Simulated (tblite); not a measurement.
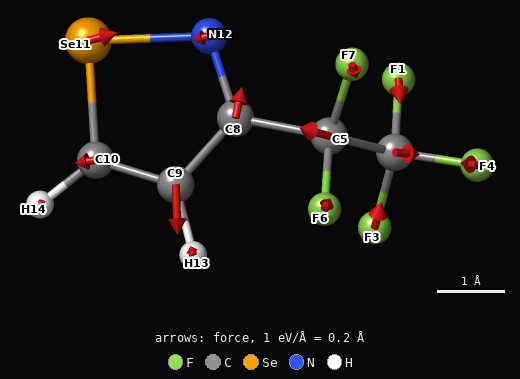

Starting geometry of C₅H₂F₅NSe with the computed forces as red arrows. The picture is a ball-and-stick view, seen face on.

Computed with tblite, GFN2-xTB geometry optimisation, gas phase. 

Question: Is this structure relaxed? If not, where do the atoms go?

Answer: It isn't relaxed: the largest force vector, on a C atom, is 3.83 eV/Å. The final displacements follow the starting forces only in part (cosine between the two patterns 0.47). The atom that moves furthest after the best rigid fit is the Se atom (0.19 Å). Largest moves by element: Se 0.19 Å, F 0.15 Å, H 0.12 Å, C 0.11 Å, N 0.05 Å. Near-neighbour distances that change, for instance: N–Se 1.923 → 1.758 Å, C–C 1.484 → 1.555 Å, C–F 1.403 → 1.339 Å, C–F 1.391 → 1.331 Å. Bond angles that change, for instance: F–C–C 106.7° → 113.0°, C–C–C 116.5° → 111.0°, C–C–F 112.9° → 108.4°. After 43 geometry steps the energy has fallen by 17.3 kcal/mol.
